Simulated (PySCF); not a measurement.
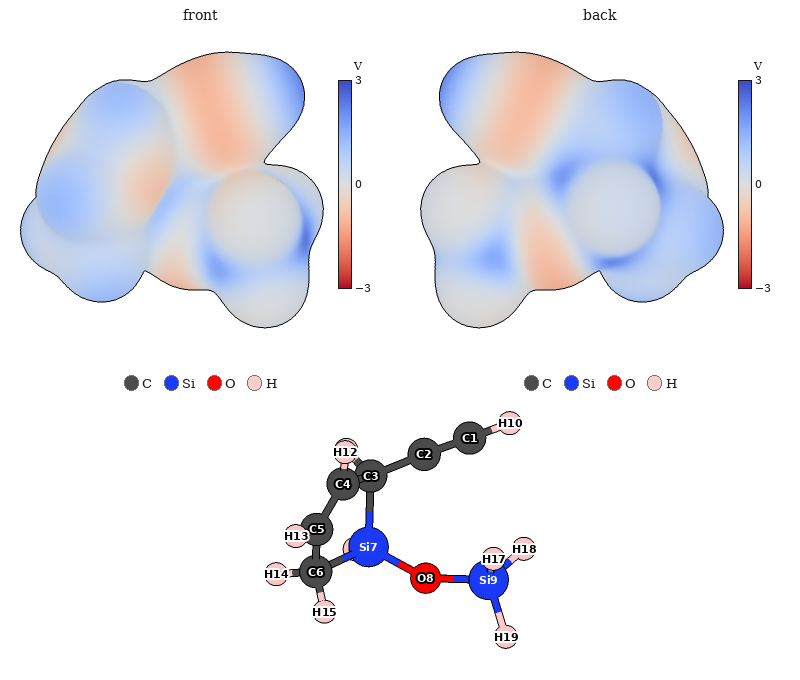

Figure 1: C$_{6}$H$_{10}$OSi$_{2}$. The molecular electrostatic potential painted on the density surface at 0.004 e/bohr³, seen from the front and from behind; red is negative and blue positive. The bare structure is drawn below in the same view.

Geometry: PBE0-D3(BJ)/def2-SVP.

All numbers below come from PBE0/pcSseg-1, SCF density, gas phase, non-relativistic in PySCF 2.14.0.

Input

```
{"job": {"kind": "nmr", "xc": "PBE0", "basis": "pcSseg-1"}, "charge": 0, "multiplicity": 1}
C     -1.449021     2.381654     0.906964
C     -1.594341     1.425154     0.175168
C     -1.718707     0.260920    -0.679610
C     -2.484339    -0.898647    -0.073412
C     -1.988852    -2.137300    -0.205687
C     -0.685296    -2.336906    -0.932296
Si    -0.037314    -0.572467    -1.070808
O      1.086759    -0.239247     0.089056
Si     1.561993     0.516034     1.488464
H     -1.328721     3.234914     1.547656
H     -2.189409     0.566311    -1.635230
H     -3.424791    -0.702354     0.450678
H     -2.525922    -2.998977     0.205999
H     -0.840392    -2.798752    -1.924225
H      0.002966    -3.001794    -0.384476
H      0.524315    -0.185743    -2.395458
H      0.564503     0.305332     2.577718
H      1.767689     1.976190     1.263525
H      2.861717    -0.094018     1.898097
```

Run with:

```sh
OMP_NUM_THREADS=1 python probes_run.py task.json out
```

### Which sites attract a positive test charge, and which a negative one?

A positive charge is drawn to the negative regions and a negative charge to the positive ones. The most negative region (about −1.0 V) lies over C1, C2 and O8, the most positive (about +2.1 V) over Si7, Si9 and H10.

### How polar is the molecule by this calculation?

Its dipole moment is 0.97 D.
